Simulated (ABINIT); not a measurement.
# MgS (Niningerite): G0W0 in ABINIT against the exchange cutoff, part 2 of 2

Aim: move the exchange cutoff of a G0W0 run on MgS (Niningerite) over a wide range.

ABINIT 10.8.3; LDA and many-body steps on it, plane waves. Known limits of the many-body steps: not at the basis limit; coarse k mesh.

So far. Step 2 (Screening, 4×4×4 mesh, 34 bands, screening to 130.6 eV): Local fields lower ε∞ by 13 %. On a Γ-centred mesh this coarse the value itself is usually too large, while a short band sum pulls it down.

## 5. 15.2 Ha

Level of this step: G0W0 on LDA, plane waves, norm-conserving pseudopotentials (ABINIT).

The self-energy is evaluated for the states that the input lists, and the levels follow from it, in one-shot runs by the linearised quasiparticle equation.

The input, run.abi:

```
acell 3*1.0 Angstrom
rprim 
  0.000000000000 2.601650000000 2.601650000000
  2.601650000000 0.000000000000 2.601650000000
  2.601650000000 2.601650000000 0.000000000000
ntypat 2
znucl 12 16
natom 2
typat 1 2
xred 
  0.000000000000 0.000000000000 0.000000000000
  0.500000000000 0.500000000000 0.500000000000
pp_dirpath "pseudos"
pseudos "Mg.upf, S.upf"
ecut 38
ngkpt 4 4 4
nshiftk 1
shiftk 0 0 0
kptopt 1
chksymbreak 0
istwfk *1
occopt 1
irdwfk 1
optdriver 4
nband 34
gwcalctyp 0
ecutsigx 15.2
symsigma 1
nkptgw 2
kptgw 
  0.0000000000 0.0000000000 0.0000000000
  0.5000000000 0.5000000000 0.0000000000
bdgw 
  6 12
  7 10
ecuteps 4.8
irdscr 1
ppmodel 1
indata_prefix "in"
outdata_prefix "out"
tmpdata_prefix "tmp"
```

Run with:

```sh
$ OMP_NUM_THREADS=1 mpirun -n 4 abinit run.abi > log
```

What it wrote:

```text
.Version 10.8.3 of ABINIT. v10.8.2 released Aug 2026.

 Symmetries : space group Fm -3 m (#225); Bravais cF (face-center cubic)
[... echo of the input left out ...]
== DATASET  1 ==================================================================
-   mpi_nproc: 4, omp_nthreads: 1 (-1 if OMP is not activated)

--- !DatasetInfo
iteration_state: {dtset: 1, }
dimensions: {natom: 2, nkpt: 8, mband: 34, nsppol: 1, nspinor: 1, nspden: 1, mpw: 2698, }
cutoff_energies: {ecut:  38.0, pawecutdg:  -1.0, }
[...]
Band     E0 <VxcDFT>   SigX SigC(E0)      Z dSigC/dE  Sig(E)    E-E0       E
[...]
9   6.683 -10.852  -6.058  -3.299   0.818  -0.222  -9.628   1.223   7.906
       10   8.392  -8.957  -4.413  -3.463   0.823  -0.215  -8.067   0.890   9.282

== END DATASET(S) ==============================================================
================================================================================

 -outvars: echo values of variables after computation  --------
           etotal      0.0000000000E+00
            nband          34
             nkpt           8
          spgroup         225
 [... the other variables as echoed above ...]

 Calculation completed.
```

Run time: 6.8 s. Hardware: 4 MPI ranks of Arm Neoverse N1, shared host; peak memory 0.44 GiB; 17 s of CPU time.

Numbers from this step:

```yaml
g0w0_gap_on_the_points_computed: 4.378 eV
starting_gap_on_the_mesh: 2.559 eV
k_of_the_valence_top: 0, 0, 0
k_of_the_conduction_bottom: 0.5, 0.5, 0
least_direct_g0w0_gap_on_the_computed_points: 5.153 eV
```

The gap on the mesh goes from 2.56 eV to 4.38 eV, a correction of +1.82 eV.

## 6. 26.6 Ha

run.abi, as its differences from that of step 5:

```diff
@@ -26,3 +26,3 @@
 gwcalctyp 0
-ecutsigx 15.2
+ecutsigx 26.6
 symsigma 1
```

What it wrote:

```text
.Version 10.8.3 of ABINIT. v10.8.2 released Aug 2026.

 Symmetries : space group Fm -3 m (#225); Bravais cF (face-center cubic)
[... echo of the input left out ...]
== DATASET  1 ==================================================================
-   mpi_nproc: 4, omp_nthreads: 1 (-1 if OMP is not activated)

--- !DatasetInfo
iteration_state: {dtset: 1, }
dimensions: {natom: 2, nkpt: 8, mband: 34, nsppol: 1, nspinor: 1, nspden: 1, mpw: 2698, }
cutoff_energies: {ecut:  38.0, pawecutdg:  -1.0, }
[...]
Band     E0 <VxcDFT>   SigX SigC(E0)      Z dSigC/dE  Sig(E)    E-E0       E
[...]
9   6.683 -10.852  -6.177  -3.299   0.818  -0.222  -9.726   1.126   7.809
       10   8.392  -8.957  -4.414  -3.463   0.823  -0.215  -8.068   0.889   9.281

== END DATASET(S) ==============================================================
================================================================================

 -outvars: echo values of variables after computation  --------
           etotal      0.0000000000E+00
            nband          34
             nkpt           8
          spgroup         225
 [... the other variables as echoed above ...]

 Calculation completed.
```

Wall time 7.4 s (4 MPI ranks); peak memory 0.41 GiB; 19 s of CPU time.

This step gave:

| Property | Result |
| --- | --- |
| G0W0 gap on the points computed | 4.293 eV |
| starting gap on the mesh | 2.559 eV |
| k of the valence top | 0, 0, 0 |
| k of the conduction bottom | 0.5, 0.5, 0 |
| least direct G0W0 gap on the computed points | 5.101 eV |

Against the run before, the gap moves by −0.085 eV.

## 7. 38 Ha

run.abi, as its differences from that of step 6:

```diff
@@ -26,3 +26,3 @@
 gwcalctyp 0
-ecutsigx 26.6
+ecutsigx 38
 symsigma 1
```

What it wrote:

```text
.Version 10.8.3 of ABINIT. v10.8.2 released Aug 2026.

 Symmetries : space group Fm -3 m (#225); Bravais cF (face-center cubic)
[... echo of the input left out ...]
== DATASET  1 ==================================================================
-   mpi_nproc: 4, omp_nthreads: 1 (-1 if OMP is not activated)

--- !DatasetInfo
iteration_state: {dtset: 1, }
dimensions: {natom: 2, nkpt: 8, mband: 34, nsppol: 1, nspinor: 1, nspden: 1, mpw: 2698, }
cutoff_energies: {ecut:  38.0, pawecutdg:  -1.0, }
[...]
Band     E0 <VxcDFT>   SigX SigC(E0)      Z dSigC/dE  Sig(E)    E-E0       E
[...]
9   6.683 -10.852  -6.192  -3.299   0.818  -0.222  -9.737   1.114   7.797
       10   8.392  -8.957  -4.414  -3.463   0.823  -0.215  -8.068   0.889   9.280

== END DATASET(S) ==============================================================
================================================================================

 -outvars: echo values of variables after computation  --------
           etotal      0.0000000000E+00
            nband          34
             nkpt           8
          spgroup         225
 [... the other variables as echoed above ...]

 Calculation completed.
```

Elapsed: 7 s, on 4 MPI ranks; peak memory 0.44 GiB; 22 s of CPU time.

This step gave:

| Item | Value |
| --- | --- |
| G0W0 gap on the points computed | 4.284 eV |
| starting gap on the mesh | 2.559 eV |
| k of the valence top | 0, 0, 0 |
| k of the conduction bottom | 0.5, 0.5, 0 |
| least direct G0W0 gap on the computed points | 5.097 eV |

Against the run before, the gap moves by −0.009 eV.

## 8. The runs together

Times are wall times on 4 MPI ranks of Arm Neoverse N1, shared host. The host was busy with other work, so they are no guide to cost. A run's time includes the screening step that it read.

```csv
run,mesh,bands,screening cutoff (eV),DFT gap (eV),gap on the mesh (eV),direct (eV),ε∞ used,time
3.8 Ha,4×4×4,34,130.6,2.559,4.856,5.452,6.54,21 s
7.6 Ha,4×4×4,34,130.6,2.559,4.635,5.314,6.54,21 s
15.2 Ha,4×4×4,34,130.6,2.559,4.378,5.153,6.54,20 s
26.6 Ha,4×4×4,34,130.6,2.559,4.293,5.101,6.54,21 s
38 Ha,4×4×4,34,130.6,2.559,4.284,5.097,6.54,21 s
```

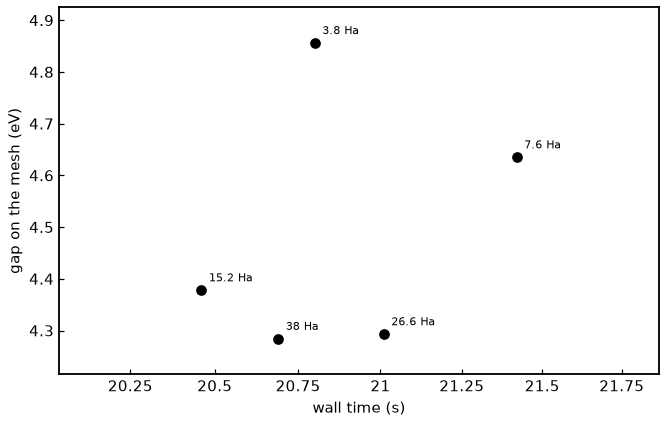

Result against wall time.

## 9. Results

```yaml
3p8_ha: 4.856 eV
7p6_ha: 4.635 eV
15p2_ha: 4.378 eV
26p6_ha: 4.293 eV
38_ha: 4.284 eV
known_limits: not at the basis limit; coarse k mesh
```

**Reading.** The setting moved: exchange cutoff. From 3.8 Ha to 38 Ha the gap moves by −0.57 eV. It holds to 0.03 eV from 26.6 Ha on. Bands and screening cutoff are coupled, so a series along one setting does not show full convergence. Below the screening cutoff the correlation part is cut too. Bands and cutoff are finite, so the gap is not at the basis limit. The miss can reach some tenths of an eV and take either sign; the mesh is an error of its own. In the G0W0 runs levels were corrected at 2 k points alone, so a gap called «on the mesh» is the least over those, and an edge elsewhere would be missed. The 4×4×4 mesh is coarse for this cell, which bears on the long-range parts of exchange and screening.

[Paths, hosts, dates, memory and timing lines, banners, echoed tables and standing remarks are left out of the program output.]

[Logs are printed without paths, hosts, clocks, repeated set-up lines and the standing remarks that a program may print on its own settings, such as how far it seeks lower states.]

[Runs of the session that timed out or met a known fault of the program may be left out.]

[Hosts, paths, dates, database ids (printed as entryN), source tags and the programs' standing remarks are cut or masked in the printed files.]

[G0W0 gaps are taken among the corrected bands and points alone; a level outside them can change the order at an edge.]

[Where Ansatz stands beside ABINIT at settings called matched, ABINIT's density can come from a denser mesh and the files from another edition; pairs whose starting gaps differed by over 0.03 eV were left out, so agreement reads better than it is.]
